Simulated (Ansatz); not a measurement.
**CH₅FSiTe: a ladder of functionals and wavefunction methods**

Aim: compute CH₅FSiTe with functionals from several rungs and with coupled cluster, and see how far each lands from CCSD(T) at the basis-set limit for the atomisation energy.

The runs use Ansatz 0.2.0, Gaussian basis; functionals in def2-TZVPP, the program's frozen cores in correlated methods.

The runs, in order: PBE-D4, r2SCAN-D4, PBE0-D4, B3LYP-D4, ωB97X-V, ωB97M-V, B2PLYP; CCSD(T)/def2-TZVPP; MP2/def2-QZVPP; extrapolation to the limit.

**1. The relaxed structure**

An earlier PBE0-D4 in a triple-zeta def2 set relaxation fixed the geometry. Te takes the def2 core potential; no spin-orbit term is included.

SMILES `FC([SiH3])[TeH]`, 9 atoms, charge 0, spin multiplicity 1.

Atoms are counted from 1 here; the program's logs count them from 0.

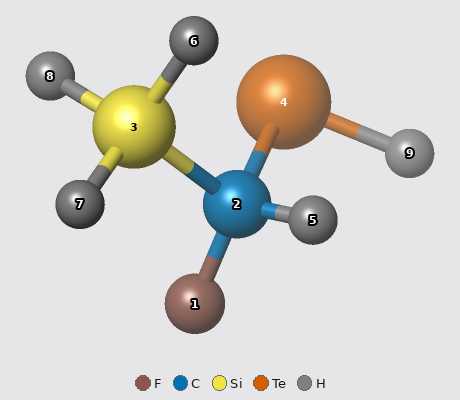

The structure; fluorine brown, carbon blue, silicon yellow, tellurium orange, hydrogen grey; atoms are numbered from 1 in the order of the file.

**2. PBE-D4 (GGA)**

in.yaml

```yaml
crystal:
  periodic: [false, false, false]
  atoms:
    - {symbol: F, position_ang: [-0.338064, 0.254814, -1.830114]}
    - {symbol: C, position_ang: [-0.135381, 0.442851, -0.473484]}
    - {symbol: Si, position_ang: [0.890642, -0.970645, 0.265925]}
    - {symbol: Te, position_ang: [-1.996716, 0.581000, 0.597613]}
    - {symbol: H, position_ang: [0.354246, 1.409662, -0.333540]}
    - {symbol: H, position_ang: [1.422819, -0.517794, 1.574820]}
    - {symbol: H, position_ang: [2.004496, -1.307963, -0.656590]}
    - {symbol: H, position_ang: [0.018712, -2.158731, 0.455171]}
    - {symbol: H, position_ang: [-2.132255, 2.220605, 0.383197]}
basis:
  gaussian: {orbitals: def2-TZVPP}
hamiltonian: {xc: pbe, dispersion: d4}
output: {forces: true, orbitals: {seedname: orbitals}}
```

Command:

```sh
$ ansatz run in.yaml --threads 4 --pin off --events-out ev --progress --plain --max-ram 10444MiB
```

Further steps of the session: r2SCAN-D4 (meta-GGA); PBE0-D4 (hybrid); B3LYP-D4 (hybrid); ωB97X-V (range-separated); ωB97M-V (range-separated); B2PLYP (double hybrid); CCSD(T) in def2-TZVPP; MP2 in def2-QZVPP.

Before running them: what should the planned runs give, taken together? Wanted: atomisation energy, CCSD(T)/CBS; farthest; mean size of error, hybrid; mean size of error, range-separated; gap, smallest and largest; T1 diagnostic; triples share of the correlation energy.

**Answer**, as computed:

| quantity | value |
| --- | --- |
| atomisation energy, CCSD(T)/CBS | 2734.5 kJ/mol |
| functionals within 27.3 kJ/mol (1.0 %) | PBE-D4, r2SCAN-D4, B3LYP-D4, ωB97X-V, ωB97M-V |
| farthest | B2PLYP (-60.2 kJ/mol) |
| mean size of error, hybrid | 26.6 kJ/mol |
| mean size of error, range-separated | 12.3 kJ/mol |
| gap, smallest and largest | 3.74 eV (PBE-D4), 9.83 eV (ωB97X-V) |
| T1 diagnostic | 0.0121 |
| triples share of the correlation energy | 3.0 % |

**Reading.** PBE-D4 misses by +21.2 kJ/mol. Double hybrids carry the basis error of their MP2 part in triple zeta, and no dispersion term here, so their miss is partly the set-up's. Misses under about 27.3 kJ/mol are within the doubt on the reference itself, which lacks core-valence correlation, spin-orbit coupling and higher excitations, and its outer-core shells are covered unevenly. All levels share the lack of spin-orbit coupling, which lowers the free heavy atoms and so the true binding. Hartree-Fock recovers 70 % of the binding; the rest is correlation. The gap grows from 3.7 to 9.8 eV across the functionals, mostly with the share of exact exchange. Correlated methods include outer-core shells of Te, which these sets cover unevenly.
